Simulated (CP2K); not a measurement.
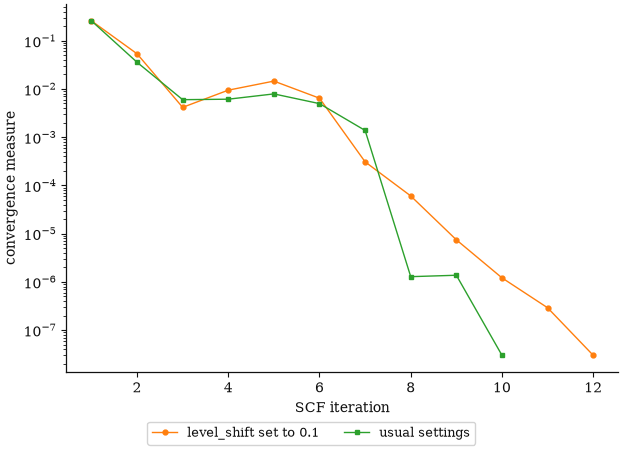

Two SCF runs that differ in one setting.
- system: GaH3 (SMILES [GaH3])
- method: CP2K, RKS GFN1-xTB

How did each SCF end?

Answer. “usual settings” converged in 10 iterations. “level_shift set to 0.1” converged in 12 iterations. A level shift pushes the empty orbitals up, which shortens each step: safer, but slower. Both end at the same energy within 1 meV.
